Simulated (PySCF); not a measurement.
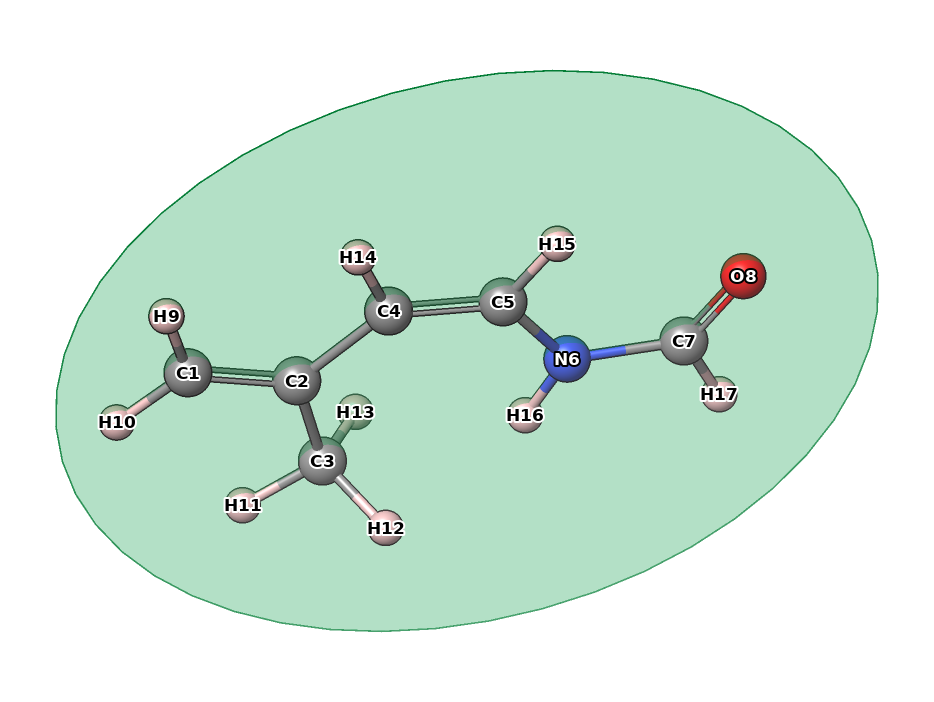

A disc through the centre of mass is drawn in. Atoms fade into the background with distance from the viewer. The geometry was computed by an optimisation with GFN2-xTB. No frequency run is at hand to confirm it as a minimum.

Is the plane of the disc a mirror plane of the structure?

Yes. The reflection leaves C1, C2, C3, C4, C5, N6, C7, O8, H9, H10, H11, H14, H15, H16, H17 in place and moves H12 ↔ H13. The point group is Cs.
